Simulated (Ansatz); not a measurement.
# SiO2: the cell at several levels of theory

How does the equilibrium cell of SiO2 in the rutile structure depend on the functional? It is relaxed with PBE and r2SCAN.

Program: Ansatz 0.2.0. PAW datasets, plane waves, zero pressure. The values are computed, spin-unpolarised, and not measurements.

### Step 1. Starting point

This is the cell as the run starts from it, not yet at rest; its lengths are not the crystal's.

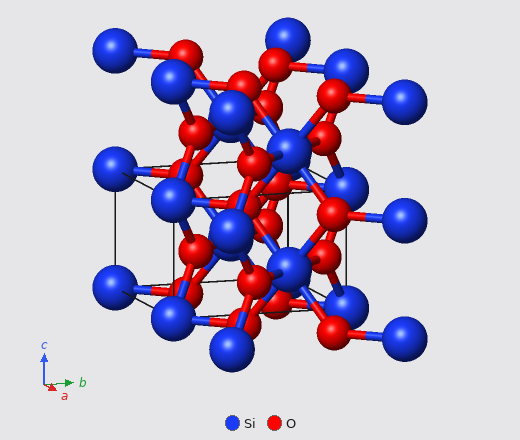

The structure, slightly off an axis: silicon blue, oxygen red. 2×1×2 cells are drawn.

Structure file:

```cif
data_structure
_symmetry_space_group_name_H-M 'P4_2/mnm'
_symmetry_Int_Tables_number 136
_cell_length_a 4.0672
_cell_length_b 4.0672
_cell_length_c 2.6844
_cell_angle_alpha 90.000
_cell_angle_beta 90.000
_cell_angle_gamma 90.000
_cell_volume 44.41
loop_
_atom_site_label
_atom_site_type_symbol
_atom_site_symmetry_multiplicity
_atom_site_Wyckoff_symbol
_atom_site_fract_x
_atom_site_fract_y
_atom_site_fract_z
_atom_site_occupancy
Si1 Si 2 a 0.00000 0.00000 0.00000 1
O1 O 4 f 0.30500 0.30500 0.00000 1
```

### Step 2. PBE: cell and atoms

Contents of input.yaml:

```yaml
crystal:
  lattice:
    - [4.06724334, 0.0, 0.0]
    - [0.0, 4.06724334, 0.0]
    - [0.0, 0.0, 2.6843806044]
  atoms:
    - { symbol: Si, position: [0.0, 0.0, 0.0] }
    - { symbol: Si, position: [0.5, 0.5, 0.5] }
    - { symbol: O, position: [0.305, 0.305, 0.0] }
    - { symbol: O, position: [0.195, 0.805, 0.5] }
    - { symbol: O, position: [0.805, 0.195, 0.5] }
    - { symbol: O, position: [0.695, 0.695, 0.0] }
kpoints:
  mp_grid: { grid: [6, 6, 8] }
hamiltonian:
  xc: pbe
scf:
  occupations: { method: fermi_dirac, width: 0.02 }
relax:
  f_tol: 0.005
  cell: {}
```

Started as:

```bash
> ansatz run input.yaml --threads 2 --pin off --max-ram 29491MiB --backend cpu --events-out ev --progress --plain --runs-dir out
```

The runs that follow: r2SCAN: cell and atoms.

Before running it: what results should come out? Wanted: for each run, a; c; volume; space group; SCF geometries.

**Answer**, as computed:

```
 level  a (Å)  c (Å)  volume (Å³/atom)  space group  SCF geometries
   PBE  4.236  2.691             8.045     P4_2/mnm               9
r2SCAN  4.185  2.669             7.791     P4_2/mnm               8
```

What this shows: The first relaxation changed the volume by +8.7 % from the start. The volume runs from r2SCAN (least) to PBE (most), a spread of 3.3 %, or 1.1 % in length if all axes shared it alike.
